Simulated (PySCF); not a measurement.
**BH5N2O3Si: density, localisation and related maps**

| atom | x (Å) | y (Å) | z (Å) |
| --- | --- | --- | --- |
| O | -0.1659 | 2.2317 | 0.7132 |
| Si | 0.3051 | 0.8691 | -0.1056 |
| O | 1.4328 | 1.4405 | -1.1633 |
| N | 0.7255 | -0.5470 | 0.8020 |
| B | -0.3281 | -1.2504 | 0.0908 |
| O | -0.7163 | -2.5534 | 0.1292 |
| N | -0.9116 | -0.1973 | -0.7132 |
| H | -0.8707 | 2.1037 | 1.3544 |
| H | 1.5611 | 2.3927 | -1.1279 |
| H | 1.4518 | -0.8522 | 1.4273 |
| H | -0.1815 | -3.0812 | 0.7274 |
| H | -1.6027 | -0.2416 | -1.4425 |

Geometry: PBE0-D3(BJ)/def2-SVP.

Level of theory: PySCF 2.14.0, PBE0/pcSseg-1, SCF density, gas phase, non-relativistic.

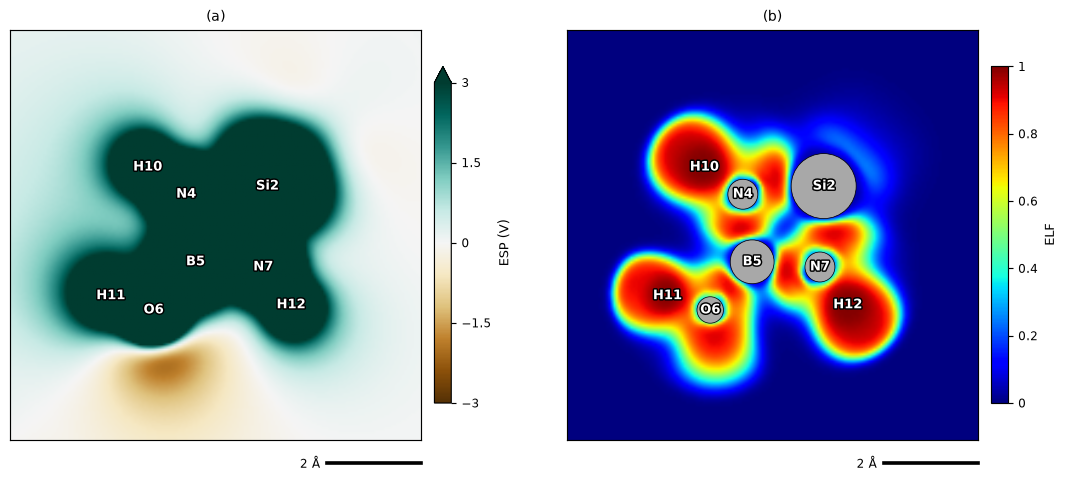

Figure 1. (a) molecular electrostatic potential; (b) electron localisation function on the plane of atoms N4, B5 and O6. Grey discs cover the atomic cores in the ELF map.

Question: Interpret the plot.

Answer: Atoms in the plane: Si, N, B, O and H. B–O (1.36 Å): the ELF peaks at about 0.90 between the atoms (a short, strongly polar bond). B–N (1.45 Å): the ELF peaks at about 0.90 between the atoms (a shared but strongly polarised pair). Si–N (1.73 Å): the ELF peaks at about 0.90 between the atoms, as expected for a shared but strongly polarised pair. O–H (0.96 Å): the ELF climbs to about 1 towards the hydrogen, as it does in any bond to H: an ordinary covalent bond to hydrogen. N–H (1.01 Å): the ELF climbs to about 1 towards the hydrogen: a covalent bond by its length. The ELF also peaks beside O6, away from the bonds: lone-pair regions. Outside the dense part of the molecule the potential is most negative (−2.0 V) near O6.

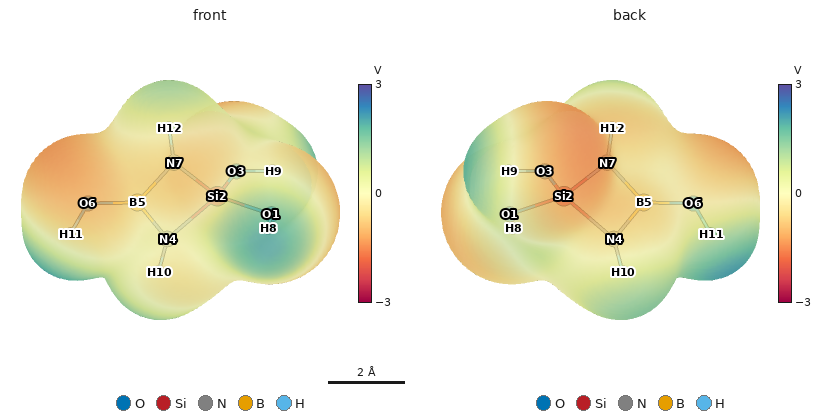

Figure 2. The molecular electrostatic potential painted on the density surface at 0.001 e/bohr³, seen from the front and from behind; the colour scale runs from red (negative) to blue (positive).

Question: Which sites attract a positive test charge, and which a negative one?

Answer: A positive charge is drawn to the negative regions and a negative charge to the positive ones. The most negative region (about −1.5 V) lies over O3, the most positive (about +2.1 V) over H8 and H11. O3 is the likeliest acceptor of a hydrogen bond.

Question: What dipole moment does the calculation give?

Answer: Its dipole moment is 1.93 D.
